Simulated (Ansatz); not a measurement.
# Si2N2H7O: geometry relaxation

System: Si2N2H7O, multiplicity 2.
Method: UKS PBE0-D4/def2-TZVP (Ansatz 0.2.0).

Figures and captions count atoms from 1; the log counts them from 0 in places.

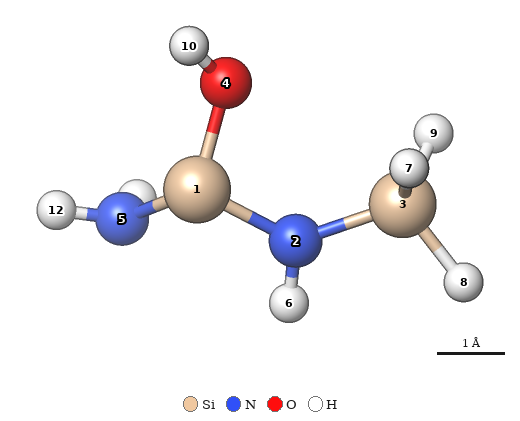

Fig. 1: The starting structure (ball-and-stick view, seen at a tilt; atoms are numbered from 1 in the order of the input). Bond lengths as drawn: H–N 1.01 to 1.02 Å, H–O 0.96 Å, H–Si 1.49 Å, N–Si 1.70 to 1.73 Å and O–Si 1.66 Å.

**Summary**

- outcome: converged
- total energy: −20889.2157 eV
- mean-field energy: −20888.9659 eV
- dispersion energy: −0.2498 eV
- ⟨S²⟩: 0.752
- SCF solution under orbital rotations: stable
- largest force (length of the vector) at the end: 0.004 eV/Å
- dipole moment: 2.16 D
- hardware: 4 CPU threads, shared host
- wall time: 23 s (CPU time 31 s)
- peak memory: 0.98 GiB

**The input**
```yaml
crystal:
  periodic: [false, false, false]
  atoms:
    - {symbol: Si, position_ang: [0.356195, -0.626328, 1.836108]}
    - {symbol: N, position_ang: [-0.216270, 0.699205, 0.931714]}
    - {symbol: Si, position_ang: [-1.362214, 1.901002, 1.412158]}
    - {symbol: O, position_ang: [-0.867514, -0.890804, 2.921868]}
    - {symbol: N, position_ang: [0.715120, -1.888823, 0.703646]}
    - {symbol: H, position_ang: [0.251587, 0.830955, 0.035839]}
    - {symbol: H, position_ang: [-1.105656, 2.368426, 2.799767]}
    - {symbol: H, position_ang: [-1.223474, 3.051113, 0.478832]}
    - {symbol: H, position_ang: [-2.766008, 1.413944, 1.347280]}
    - {symbol: H, position_ang: [-0.628512, -1.314583, 3.746947]}
    - {symbol: H, position_ang: [-0.057752, -2.255253, 0.159300]}
    - {symbol: H, position_ang: [1.309830, -2.643192, 1.012045]}
basis:
  gaussian: {orbitals: def2-TZVP}
magnetization: {spin_polarized: true, initial_magnetization: 1}
hamiltonian: {xc: pbe0, dispersion: d4}
relax: {f_tol: 0.005, max_steps: 200}
```

Launched with:
```bash
ansatz run in.yaml --threads 4 --pin off --events-out ev --progress --plain --max-ram 66560MiB --backend cuda --devices 0, --max-vram 37GiB
```

**The program's output**
```
Functional definition: PBE0
  name "PBE0"
  cite "Adamo & Barone, J. Chem. Phys. 110, 6158 (1999) doi:10.1063/1.478522"
  cite "Perdew, Burke & Ernzerhof, Phys. Rev. Lett. 77, 3865 (1996) doi:10.1103/PhysRevLett.77.3865"
  parent pbe
  parameter a = 0.25
  parameter kappa = 0.804
  parameter beta = 0.06672455060314922
  exchange = (1 - a)*pbe_x(kappa = kappa, mu = beta*pi^2/3) + a*exact_x
  correlation = pbe_c(beta = beta)
1305 factors; their error is unknown
mean field evaluation 1: about -20873.9260 eV, gradient 6.5e1 eV
mean field evaluation 2: about -20852.4337 eV, gradient 9.4e1 eV
mean field evaluation 4: about -20888.7591 eV, gradient 5.3e0 eV
mean field evaluation 8: about -20888.8726 eV, gradient 6.6e-2 eV
mean field evaluation 16: about -20888.9470 eV, gradient 1.5e-4 eV
mean field -20888.94700855 eV, -767.6546435273 hartree, gradient 1.9e-5 eV, S^2 0.751830; 0 other end points of the search recorded, 0 dependent functions left out
the calculation of the forces begins
reference -20888.94704522 eV, -767.6546448748 hartree; 29, 28 occupied and 180, 181 virtual orbitals, 1305 factors
relax step   1: F+E_penalty+E_count = -20889.19557744 eV  Δ(F+E_penalty+E_count) = +0.000e0 eV  max|allowed force component| = 5.143e-1 eV/Å  Δτ_max = 0.0000 Å  (32 SCF iters, accepted)
these checks for a lower state are left out or cut short: starts, cluster_reference, orbital_swaps, neighbouring_geometries, increment
1305 factors; their error is unknown
mean field -20888.95507116 eV, -767.6549398227 hartree, gradient 1.2e-5 eV, S^2 0.751834; 0 other end points of the search recorded, 0 dependent functions left out
[... from here on the field's lines of each further geometry are left out, up to the last ...]
relax step   2: F+E_penalty+E_count = -20889.20387537 eV  Δ(F+E_penalty+E_count) = -8.298e-3 eV  max|allowed force component| = 3.110e-1 eV/Å  Δτ_max = 0.0188 Å  (35 SCF iters, accepted)
relax step   3: F+E_penalty+E_count = -20889.21087580 eV  Δ(F+E_penalty+E_count) = -7.000e-3 eV  max|allowed force component| = 1.059e-1 eV/Å  Δτ_max = 0.0355 Å  (34 SCF iters, accepted)
relax step   4: F+E_penalty+E_count = -20889.19975504 eV  Δ(F+E_penalty+E_count) = +1.112e-2 eV  max|allowed force component| = 3.702e-1 eV/Å  Δτ_max = 0.1047 Å  (33 SCF iters, rejected (line search))
relax step   5: F+E_penalty+E_count = -20889.21450027 eV  Δ(F+E_penalty+E_count) = -3.624e-3 eV  max|allowed force component| = 7.030e-2 eV/Å  Δτ_max = 0.0511 Å  (33 SCF iters, accepted)
relax step   6: F+E_penalty+E_count = -20889.21498709 eV  Δ(F+E_penalty+E_count) = -4.868e-4 eV  max|allowed force component| = 3.835e-2 eV/Å  Δτ_max = 0.0461 Å  (33 SCF iters, accepted)
relax step   7: F+E_penalty+E_count = -20889.21525613 eV  Δ(F+E_penalty+E_count) = -2.690e-4 eV  max|allowed force component| = 3.676e-2 eV/Å  Δτ_max = 0.0185 Å  (34 SCF iters, accepted)
relax step   8: F+E_penalty+E_count = -20889.21547833 eV  Δ(F+E_penalty+E_count) = -2.222e-4 eV  max|allowed force component| = 2.537e-2 eV/Å  Δτ_max = 0.0153 Å  (35 SCF iters, accepted)
relax step   9: F+E_penalty+E_count = -20889.21558079 eV  Δ(F+E_penalty+E_count) = -1.025e-4 eV  max|allowed force component| = 1.172e-2 eV/Å  Δτ_max = 0.0100 Å  (35 SCF iters, accepted)
relax step  10: F+E_penalty+E_count = -20889.21563246 eV  Δ(F+E_penalty+E_count) = -5.167e-5 eV  max|allowed force component| = 6.033e-3 eV/Å  Δτ_max = 0.0116 Å  (35 SCF iters, accepted)
relax step  11: F+E_penalty+E_count = -20889.21565385 eV  Δ(F+E_penalty+E_count) = -2.138e-5 eV  max|allowed force component| = 9.387e-3 eV/Å  Δτ_max = 0.0123 Å  (35 SCF iters, accepted)
the calculation of the forces begins
reference -20888.96590435 eV, -767.6553379354 hartree; 29, 28 occupied and 180, 181 virtual orbitals, 1305 factors
relax step  12: F+E_penalty+E_count = -20889.21566250 eV  Δ(F+E_penalty+E_count) = -8.657e-6 eV  max|allowed force component| = 2.640e-3 eV/Å  Δτ_max = 0.0012 Å  (26 SCF iters, accepted)
1305 factors; their error is unknown
mean field evaluation 96: about -20888.8882 eV, gradient 2.1e-1 eV
```

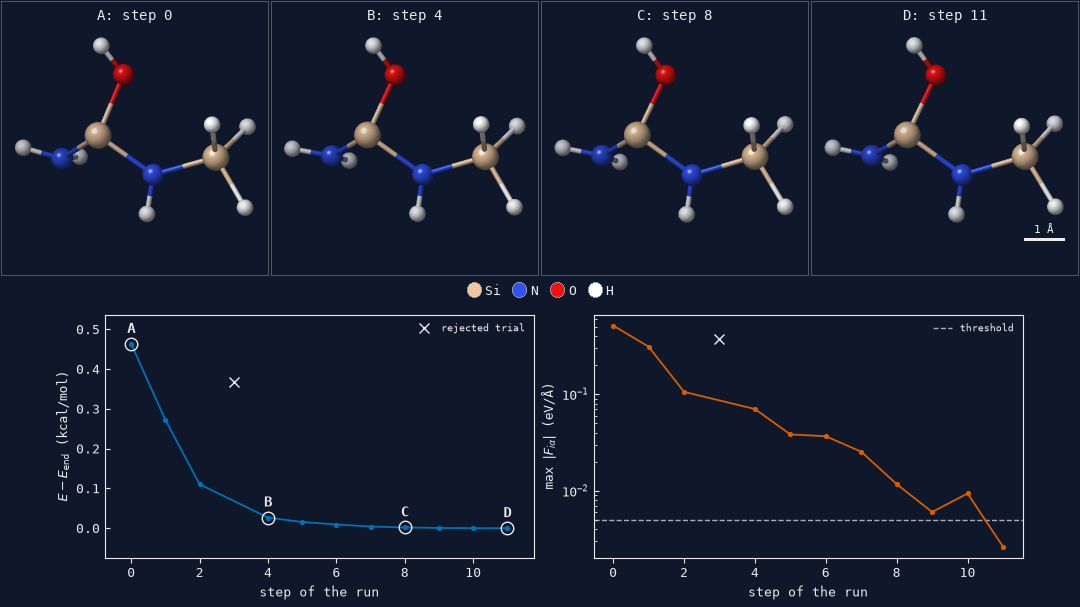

Fig. 2: Frames of the relaxation (ball-and-stick view, seen at a tilt) above the curves, on which the letters mark them (the first geometry is step 0 here and step 1 in the log).

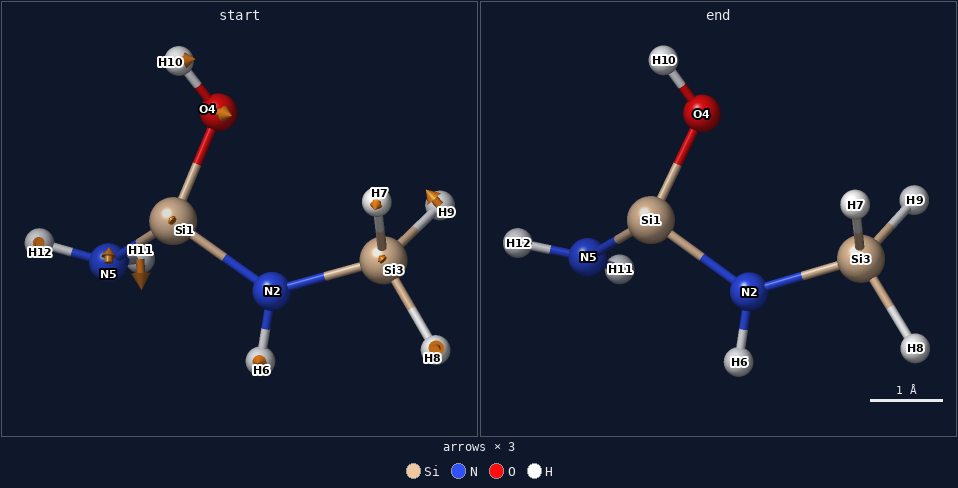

Fig. 3: Before (left) and after (right) the relaxation, at one scale (ball-and-stick view, seen at a tilt). The orange arrows give the displacements, magnified 3 times. The energy falls by 0.46 kcal/mol in 11 geometry steps. The largest force component goes from 0.51 to 0.0026 eV/Å. The line search rejected the trial step at point 3 (counted from 0) and went back. H11 moves most after the best rigid fit: 0.15 Å. By element the largest moves are H 0.15 Å, O 0.08 Å, N 0.08 Å, Si 0.03 Å. Distances before and after: Si1–N5 1.734 → 1.709 Å, N2–H6 1.019 → 1.009 Å, Si1–N2 1.704 → 1.714 Å, N2–Si3 1.729 → 1.733 Å. Among the angles that change: Si1–N5–H11 117.1° → 121.6°, Si1–N5–H12 117.8° → 121.4°, N2–Si1–O4 102.9° → 100.5°. (Atoms are counted from 1 in the order of the input.)

```
mean field -20888.96586779 eV, -767.6553365917 hartree, gradient 2.1e-5 eV, S^2 0.751839; 1 other end points of the search recorded, 0 dependent functions left out
the calculation of the forces begins
reference -20888.96590435 eV, -767.6553379354 hartree; 29, 28 occupied and 180, 181 virtual orbitals, 1305 factors
Total energy: -20889.21569907 eV, -767.6645177218 hartree
Atom 0 at     0.357518    -0.653045     1.842276 Å, force     0.000191    -0.000268    -0.001032 eV/Å
Atom 1 at    -0.194352     0.688961     0.930850 Å, force    -0.000341    -0.002237     0.002099 eV/Å
Atom 2 at    -1.358940     1.873330     1.426351 Å, force    -0.001768     0.001870    -0.000883 eV/Å
Atom 3 at    -0.883482    -0.808048     2.932402 Å, force     0.001789    -0.000041    -0.001997 eV/Å
Atom 4 at     0.670993    -1.929287     0.749229 Å, force    -0.000791     0.002306     0.002640 eV/Å
Atom 5 at     0.293801     0.870987     0.067159 Å, force     0.000163     0.000595     0.000267 eV/Å
Atom 6 at    -1.069759     2.395699     2.786702 Å, force     0.000065    -0.000434    -0.000072 eV/Å
Atom 7 at    -1.275818     2.994875     0.451267 Å, force    -0.000269    -0.000984     0.000111 eV/Å
Atom 8 at    -2.747115     1.343813     1.417571 Å, force     0.001137     0.001124    -0.000074 eV/Å
Atom 9 at    -0.684436    -1.255988     3.755052 Å, force    -0.000366    -0.000100     0.000618 eV/Å
Atom 10 at     0.002586    -2.193804     0.040190 Å, force    -0.000955    -0.000796    -0.001533 eV/Å
Atom 11 at     1.294336    -2.681832     0.986453 Å, force     0.001145    -0.001036    -0.000143 eV/Å
Dipole moment:     0.199829    -0.396443    -0.074985 e Å
```

**Trajectory as extended XYZ (Å, eV, eV/Å), 12 frames, from step=1 to step=12**
```
12
Properties=species:S:1:pos:R:3:forces:R:3 step=1 energy=-20889.19558
Si    0.3562   -0.6263    1.8361    0.2517  -0.5143  -0.0890
N    -0.2163    0.6992    0.9317    0.1489   0.1319  -0.4787
Si   -1.3622    1.9010    1.4122   -0.0980   0.0917   0.0403
O    -0.8675   -0.8908    2.9219   -0.0533   0.0947  -0.0072
N     0.7151   -1.8888    0.7036   -0.1487   0.1578   0.2504
H     0.2516    0.8310    0.0358   -0.2294  -0.0147   0.3773
H    -1.1057    2.3684    2.7998    0.0154  -0.0187  -0.0188
H    -1.2235    3.0511    0.4788    0.0071  -0.0049  -0.0072
H    -2.7660    1.4139    1.3473    0.0151  -0.0040  -0.0075
H    -0.6285   -1.3146    3.7469    0.0052   0.0078  -0.0086
H    -0.0578   -2.2553    0.1593    0.0622   0.0375  -0.0209
H     1.3098   -2.6432    1.0120    0.0240   0.0351  -0.0303
12
Properties=species:S:1:pos:R:3:forces:R:3 step=2 energy=-20889.20387
Si    0.3607   -0.6324    1.8375    0.1326  -0.3110  -0.0984
N    -0.2158    0.6959    0.9323    0.0410   0.0473  -0.1700
Si   -1.3632    1.8978    1.4147   -0.0357   0.0277   0.0249
O    -0.8696   -0.8771    2.9209   -0.0303   0.0588   0.0155
N     0.7132   -1.8917    0.7080   -0.1090   0.0946   0.2028
H     0.2439    0.8291    0.0409   -0.0697   0.0247   0.0903
H    -1.0996    2.3610    2.8015   -0.0022  -0.0022  -0.0081
H    -1.2226    3.0464    0.4796    0.0001   0.0009  -0.0019
H    -2.7655    1.4084    1.3479    0.0029   0.0045   0.0010
H    -0.6371   -1.2981    3.7492    0.0000   0.0004  -0.0002
H    -0.0516   -2.2477    0.1468    0.0566   0.0256  -0.0200
H     1.3125   -2.6461    1.0063    0.0138   0.0288  -0.0360
12
Properties=species:S:1:pos:R:3:forces:R:3 step=3 energy=-20889.21088
Si    0.3617   -0.6470    1.8361   -0.0210   0.0802  -0.0073
N    -0.2147    0.6885    0.9280   -0.0379  -0.0567   0.1059
Si   -1.3627    1.8900    1.4199    0.0202  -0.0306  -0.0028
O    -0.8743   -0.8498    2.9242    0.0108   0.0026   0.0072
N     0.7057   -1.9035    0.7213   -0.0826  -0.0827   0.0244
H     0.2390    0.8317    0.0410    0.0494   0.0407  -0.1023
H    -1.0962    2.3511    2.8057    0.0018   0.0056   0.0059
H    -1.2233    3.0397    0.4856    0.0005   0.0029  -0.0011
H    -2.7657    1.4042    1.3542   -0.0058  -0.0038   0.0018
H    -0.6507   -1.2667    3.7571   -0.0040  -0.0028  -0.0031
H    -0.0344   -2.2396    0.1169    0.0760   0.0196   0.0045
H     1.3211   -2.6530    0.9957   -0.0074   0.0250  -0.0331
12
Properties=species:S:1:pos:R:3:forces:R:3 step=4 energy=-20889.19976 accepted=F
Si    0.3675   -0.6388    1.8496   -0.2012  -0.3212  -0.1887
N    -0.2296    0.6723    0.9224   -0.0042   0.1416   0.0370
Si   -1.3659    1.8859    1.4144   -0.0482  -0.0360   0.0584
O    -0.8587   -0.8366    2.9474    0.0034   0.1644   0.0286
N     0.6363   -1.9510    0.7837    0.3179   0.3057   0.2825
H     0.2503    0.8601    0.0561    0.0481  -0.0479  -0.0415
H    -1.0977    2.3594    2.7975   -0.0067  -0.0095  -0.0132
H    -1.2198    3.0331    0.4778    0.0020  -0.0087  -0.0153
H    -2.7711    1.4013    1.3491    0.0261   0.0199   0.0102
H    -0.6431   -1.2679    3.7733    0.0199  -0.0306   0.0455
H     0.0104   -2.2208    0.0541   -0.3702  -0.0168  -0.3056
H     1.3268   -2.6514    0.9602    0.2130  -0.1608   0.1020
12
Properties=species:S:1:pos:R:3:forces:R:3 step=5 energy=-20889.21450
Si    0.3564   -0.6483    1.8392   -0.0264  -0.0177  -0.0137
N    -0.2195    0.6819    0.9245   -0.0081  -0.0190   0.0313
Si   -1.3638    1.8843    1.4214   -0.0007  -0.0086   0.0065
O    -0.8742   -0.8294    2.9374    0.0103   0.0245  -0.0089
N     0.6816   -1.9244    0.7469   -0.0504  -0.0545  -0.0622
H     0.2436    0.8429    0.0437    0.0277   0.0014  -0.0337
H    -1.0922    2.3494    2.8054   -0.0051   0.0034   0.0001
H    -1.2233    3.0324    0.4849   -0.0057   0.0013   0.0001
H    -2.7673    1.3986    1.3583    0.0013   0.0031   0.0069
H    -0.6539   -1.2522    3.7678    0.0016  -0.0064   0.0017
H    -0.0095   -2.2303    0.0732    0.0703   0.0472   0.0702
H     1.3275   -2.6593    0.9828   -0.0148   0.0254   0.0019
12
Properties=species:S:1:pos:R:3:forces:R:3 step=6 energy=-20889.21499
Si    0.3660   -0.6482    1.8337   -0.0137   0.0094  -0.0016
N    -0.2020    0.6879    0.9218   -0.0160  -0.0199   0.0384
Si   -1.3654    1.8722    1.4231    0.0212  -0.0061  -0.0022
O    -0.8626   -0.8041    2.9364   -0.0260  -0.0001   0.0203
N     0.6721   -1.9323    0.7466   -0.0081   0.0078   0.0010
H     0.2800    0.8687    0.0552    0.0078   0.0080  -0.0329
H    -1.0951    2.3498    2.8029   -0.0048   0.0040   0.0045
H    -1.2496    3.0195    0.4825    0.0021   0.0034  -0.0077
H    -2.7626    1.3676    1.3695    0.0115  -0.0135   0.0037
H    -0.6606   -1.2404    3.7646    0.0134   0.0041  -0.0218
H    -0.0106   -2.2128    0.0569    0.0106   0.0051   0.0082
H     1.2957   -2.6822    0.9922    0.0020  -0.0022  -0.0099
12
Properties=species:S:1:pos:R:3:forces:R:3 step=7 energy=-20889.21526
Si    0.3621   -0.6493    1.8379   -0.0089  -0.0019   0.0007
N    -0.2017    0.6862    0.9239    0.0135   0.0149   0.0021
Si   -1.3606    1.8746    1.4237   -0.0224  -0.0368   0.0044
O    -0.8692   -0.8029    2.9381   -0.0173   0.0044   0.0094
N     0.6675   -1.9323    0.7510    0.0151   0.0160   0.0075
H     0.2775    0.8636    0.0542    0.0035  -0.0024   0.0011
H    -1.0929    2.3592    2.8017    0.0142   0.0108  -0.0042
H    -1.2508    3.0154    0.4741   -0.0021  -0.0006   0.0029
H    -2.7532    1.3566    1.3810   -0.0001   0.0147  -0.0050
H    -0.6670   -1.2423    3.7645    0.0100  -0.0011  -0.0068
H    -0.0043   -2.2046    0.0490   -0.0181  -0.0028  -0.0140
H     1.2982   -2.6787    0.9864    0.0125  -0.0153   0.0020
12
Properties=species:S:1:pos:R:3:forces:R:3 step=8 energy=-20889.21548
Si    0.3583   -0.6523    1.8382    0.0254   0.0009   0.0104
N    -0.1961    0.6896    0.9288   -0.0147  -0.0041  -0.0015
Si   -1.3611    1.8730    1.4258    0.0085   0.0071  -0.0084
O    -0.8765   -0.8063    2.9348   -0.0085  -0.0035   0.0098
N     0.6685   -1.9323    0.7487   -0.0052   0.0081  -0.0027
H     0.2831    0.8673    0.0592    0.0028  -0.0012   0.0016
H    -1.0866    2.3725    2.7974    0.0019  -0.0018   0.0004
H    -1.2570    3.0081    0.4684   -0.0060  -0.0013   0.0014
H    -2.7531    1.3544    1.3897   -0.0001  -0.0014   0.0012
H    -0.6702   -1.2434    3.7617   -0.0024   0.0016  -0.0096
H    -0.0063   -2.2080    0.0501    0.0002  -0.0016  -0.0039
H     1.3024   -2.6770    0.9828   -0.0018  -0.0028   0.0012
12
Properties=species:S:1:pos:R:3:forces:R:3 step=9 energy=-20889.21558
Si    0.3598   -0.6521    1.8407    0.0029   0.0018  -0.0039
N    -0.1943    0.6890    0.9298   -0.0047   0.0081  -0.0081
Si   -1.3599    1.8722    1.4258   -0.0006   0.0026  -0.0041
O    -0.8780   -0.8049    2.9342   -0.0031  -0.0040   0.0117
N     0.6684   -1.9307    0.7494    0.0041  -0.0093  -0.0044
H     0.2868    0.8673    0.0613    0.0015  -0.0018   0.0040
H    -1.0806    2.3774    2.7944   -0.0014   0.0009  -0.0001
H    -1.2650    3.0042    0.4637    0.0021  -0.0033   0.0011
H    -2.7505    1.3492    1.3967    0.0013  -0.0004   0.0042
H    -0.6755   -1.2463    3.7597   -0.0021   0.0002  -0.0034
H    -0.0043   -2.2008    0.0462    0.0072   0.0023   0.0067
H     1.2982   -2.6790    0.9837   -0.0072   0.0029  -0.0037
12
Properties=species:S:1:pos:R:3:forces:R:3 step=10 energy=-20889.21563
Si    0.3595   -0.6521    1.8415   -0.0019   0.0030  -0.0058
N    -0.1933    0.6893    0.9301   -0.0018   0.0025  -0.0035
Si   -1.3595    1.8722    1.4257   -0.0008   0.0007   0.0026
O    -0.8800   -0.8050    2.9334   -0.0010  -0.0030   0.0060
N     0.6693   -1.9298    0.7493    0.0060  -0.0045   0.0028
H     0.2909    0.8692    0.0637    0.0008  -0.0003   0.0026
H    -1.0761    2.3847    2.7908    0.0002   0.0023  -0.0001
H    -1.2702    2.9999    0.4580   -0.0013  -0.0038   0.0006
H    -2.7485    1.3447    1.4071    0.0027   0.0024  -0.0018
H    -0.6801   -1.2502    3.7573   -0.0008   0.0000  -0.0009
H    -0.0014   -2.1962    0.0431    0.0014  -0.0003   0.0009
H     1.2948   -2.6810    0.9856   -0.0036   0.0010  -0.0035
12
Properties=species:S:1:pos:R:3:forces:R:3 step=11 energy=-20889.21565
Si    0.3579   -0.6529    1.8424   -0.0009   0.0007  -0.0026
N    -0.1938    0.6892    0.9309    0.0021  -0.0032   0.0043
Si   -1.3585    1.8733    1.4267   -0.0094  -0.0003  -0.0068
O    -0.8831   -0.8074    2.9326    0.0018   0.0001  -0.0023
N     0.6708   -1.9292    0.7492    0.0018   0.0036   0.0058
H     0.2937    0.8707    0.0667    0.0000   0.0011   0.0014
H    -1.0703    2.3950    2.7876    0.0012   0.0002  -0.0022
H    -1.2764    2.9945    0.4511    0.0025   0.0004   0.0033
H    -2.7466    1.3434    1.4166    0.0027   0.0016   0.0026
H    -0.6843   -1.2558    3.7551    0.0000  -0.0002   0.0012
H     0.0024   -2.1931    0.0400   -0.0037  -0.0020  -0.0042
H     1.2934   -2.6822    0.9866    0.0018  -0.0019  -0.0004
12
Properties=species:S:1:pos:R:3:forces:R:3 step=12 energy=-20889.21566
Si    0.3575   -0.6530    1.8423    0.0002  -0.0003  -0.0010
N    -0.1944    0.6890    0.9308   -0.0003  -0.0022   0.0021
Si   -1.3589    1.8733    1.4264   -0.0018   0.0019  -0.0009
O    -0.8835   -0.8080    2.9324    0.0018   0.0000  -0.0020
N     0.6710   -1.9293    0.7492   -0.0008   0.0023   0.0026
H     0.2938    0.8710    0.0672    0.0002   0.0006   0.0003
H    -1.0698    2.3957    2.7867    0.0001  -0.0004  -0.0001
H    -1.2758    2.9949    0.4513   -0.0003  -0.0010   0.0001
H    -2.7471    1.3438    1.4176    0.0011   0.0011  -0.0001
H    -0.6844   -1.2560    3.7551   -0.0004  -0.0001   0.0006
H     0.0026   -2.1938    0.0402   -0.0010  -0.0008  -0.0015
H     1.2943   -2.6818    0.9865    0.0011  -0.0010  -0.0001
```

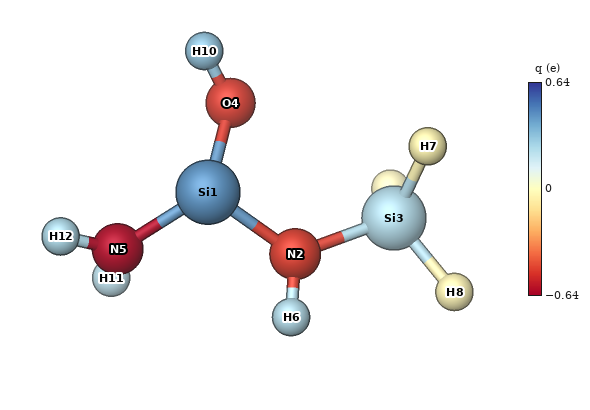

Fig. 4: Mulliken charges, as the colour of each atom (ball-and-stick view, seen at a tilt; atoms are numbered from 1 in the order of the input; Mulliken charges depend strongly on the basis). By element: Si +0.25 to +0.43, N −0.61 to −0.49, O −0.50 and H −0.04 to +0.32 e.
